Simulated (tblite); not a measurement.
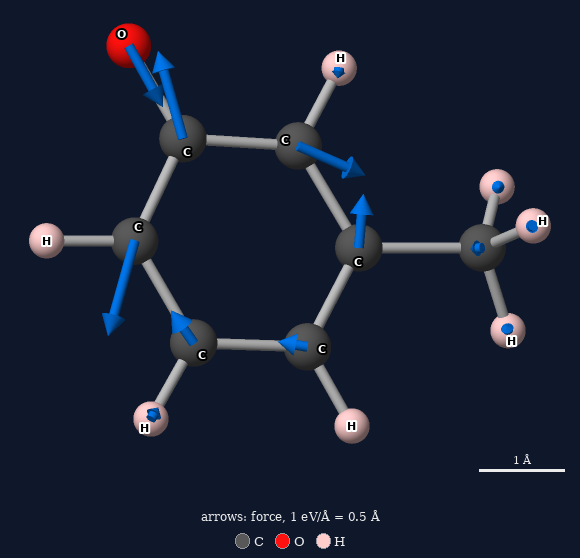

Starting geometry of C7H7O (multiplicity 2) with the computed forces as blue arrows. The picture is a ball-and-stick view, seen at a tilt.

These are results of GFN2-xTB geometry optimisation, gas phase in tblite, not measurements. 

What follows when this structure is relaxed?

Answer. It isn't relaxed: the largest force vector, on a C atom, is 2.39 eV/Å. The final displacements follow the starting forces only in part (cosine between the two patterns 0.53). The energy falls by 3.83 kcal/mol in 23 geometry steps. The largest moves after the best rigid fit, 0.053 Å, are those of C and H atoms. Largest moves by element: C 0.053 Å, H 0.053 Å, O 0.044 Å. Near-neighbour distances that change, for instance: C–C 1.404 → 1.452 Å, C–O 1.276 → 1.238 Å, C–C 1.406 → 1.371 Å, C–C 1.511 → 1.499 Å. Bond angles that change, for instance: C–C–H 118.9° → 121.8°, C–C–H 122.0° → 119.3°, C–C–C 118.4° → 121.2°.
